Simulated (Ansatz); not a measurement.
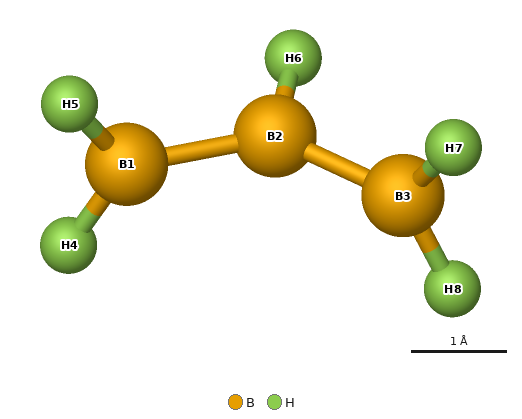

Figure 1. The structure (ball-and-stick view, seen at a tilt; atoms are numbered from 1 in the order of the input). Bond lengths as drawn: B–B 1.62 Å and B–H 1.20 to 1.21 Å.

**Two runs on B3H5**

System: B3H5.
Method of the first run: RKS PBE-D4/def2-TZVPP (Ansatz 0.2.0).

The geometry comes from this level: PBE0-D4/def2-TZVP. Text and figures count atoms from 1; the logs count them from 0 in places.

**Input, the first run**
```yaml
crystal:
  periodic: [false, false, false]
  atoms:
    - {symbol: B, position_ang: [-1.042368, 0.768606, -0.728662]}
    - {symbol: B, position_ang: [-0.021358, -0.408245, -0.269699]}
    - {symbol: B, position_ang: [1.059396, -0.445095, 0.942213]}
    - {symbol: H, position_ang: [-2.154470, 0.842033, -0.286052]}
    - {symbol: H, position_ang: [-0.724548, 1.594306, -1.538143]}
    - {symbol: H, position_ang: [-0.074383, -1.417238, -0.935820]}
    - {symbol: H, position_ang: [2.193974, -0.091355, 0.782017]}
    - {symbol: H, position_ang: [0.763758, -0.843033, 2.034146]}
basis:
  gaussian: {orbitals: def2-TZVPP}
hamiltonian: {xc: pbe, dispersion: d4}
```

Launched with:
```bash
ansatz run in.yaml --threads 2 --pin off --events-out ev --progress --plain --max-ram 4352MiB
```

Hardware: 2 threads of Intel Xeon @ 2.50GHz, 11 GiB of memory available, shared host.

**Output (the first run)**
```
Functional definition: PBE
  parameter kappa = 0.804
  parameter beta = 0.06672455060314922
  exchange = pbe_x(kappa = kappa, mu = beta*pi^2/3)
  correlation = pbe_c(beta = beta)
802 factors; their error is unknown
mean field evaluation 1: about -2100.2065 eV, gradient 3.4e1 eV
mean field evaluation 2: about -2099.6439 eV, gradient 3.6e1 eV
mean field evaluation 4: about -2104.4993 eV, gradient 1.6e0 eV
mean field evaluation 8: about -2104.5093 eV, gradient 1.4e-2 eV
mean field evaluation 16: about -2104.4895 eV, gradient 1.7e-5 eV
mean field -2104.48949432 eV, -77.3385624419 hartree, gradient 1.7e-5 eV, S^2 0.000000; 0 other end points of the search recorded, 0 dependent functions left out
reference -2104.48954202 eV, -77.3385641950 hartree; 10, 10 occupied and 153, 153 virtual orbitals, 802 factors
Total energy: -2104.58346934 eV, -77.3420159603 hartree
```

The input of the second run differs as follows (lines with − go, lines with + come):
```diff
-    - {symbol: B, position_ang: [-1.042368, 0.768606, -0.728662]}
-    - {symbol: B, position_ang: [-0.021358, -0.408245, -0.269699]}
-    - {symbol: B, position_ang: [1.059396, -0.445095, 0.942213]}
-    - {symbol: H, position_ang: [-2.154470, 0.842033, -0.286052]}
-    - {symbol: H, position_ang: [-0.724548, 1.594306, -1.538143]}
-    - {symbol: H, position_ang: [-0.074383, -1.417238, -0.935820]}
-    - {symbol: H, position_ang: [2.193974, -0.091355, 0.782017]}
-    - {symbol: H, position_ang: [0.763758, -0.843033, 2.034146]}
+    - {symbol: B, position_ang: [-0.112972, 0.459202, 0.088524]}
+    - {symbol: B, position_ang: [-0.244417, -1.132639, 0.167185]}
+    - {symbol: B, position_ang: [1.081443, -0.415536, 0.638485]}
+    - {symbol: H, position_ang: [-0.902873, 1.246336, -0.292354]}
+    - {symbol: H, position_ang: [2.177655, -0.484115, 1.082648]}
+    - {symbol: H, position_ang: [-1.155527, -1.813362, -0.141180]}
+    - {symbol: H, position_ang: [0.937648, 0.992878, 0.464827]}
+    - {symbol: H, position_ang: [0.707692, -1.791585, 0.602487]}
```

Predict how the results change.

With the same method and basis, the second run lies 30.4 kcal/mol lower.

**Output (the second run)**
```
Functional definition: PBE
  parameter kappa = 0.804
  parameter beta = 0.06672455060314922
  exchange = pbe_x(kappa = kappa, mu = beta*pi^2/3)
  correlation = pbe_c(beta = beta)
802 factors; their error is unknown
mean field evaluation 1: about -2098.7877 eV, gradient 4.7e1 eV
mean field evaluation 2: about -2093.3019 eV, gradient 6.1e1 eV
mean field evaluation 4: about -2105.7063 eV, gradient 6.0e0 eV
mean field evaluation 8: about -2105.8044 eV, gradient 4.8e-2 eV
mean field -2105.80437333 eV, -77.3868833544 hartree, gradient 7.1e-5 eV, S^2 0.000000; 0 other end points of the search recorded, 0 dependent functions left out
reference -2105.80441754 eV, -77.3868849791 hartree; 10, 10 occupied and 153, 153 virtual orbitals, 802 factors
Total energy: -2105.90256341 eV, -77.3904917734 hartree
```

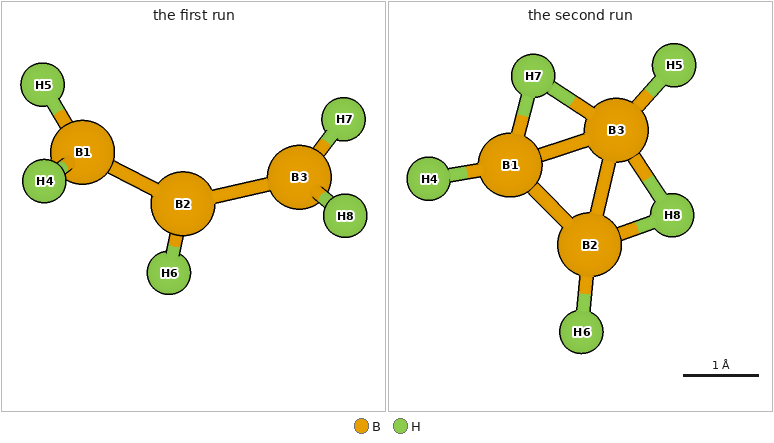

Figure 2. The two input geometries at one scale (ball-and-stick view, seen at a tilt). The largest move after the best rigid fit is that of H5, 3.29 Å. By element the largest moves are H 3.29 Å, B 1.14 Å. Among the contacts that change: B3–H5 3.673 → 1.185 Å, B1–H7 3.674 → 1.237 Å, B1–H5 1.199 → 2.669 Å, B1–B3 2.947 → 1.579 Å.

**The two runs side by side**

| quantity | the first run | the second run |
| --- | --- | --- |
| outcome | converged | converged |
| total energy (hartree) | −77.342016 | −77.390492 |
| basis functions | 163 | 163 |
| wall time (shared host) | 2.6 s | 2.2 s |
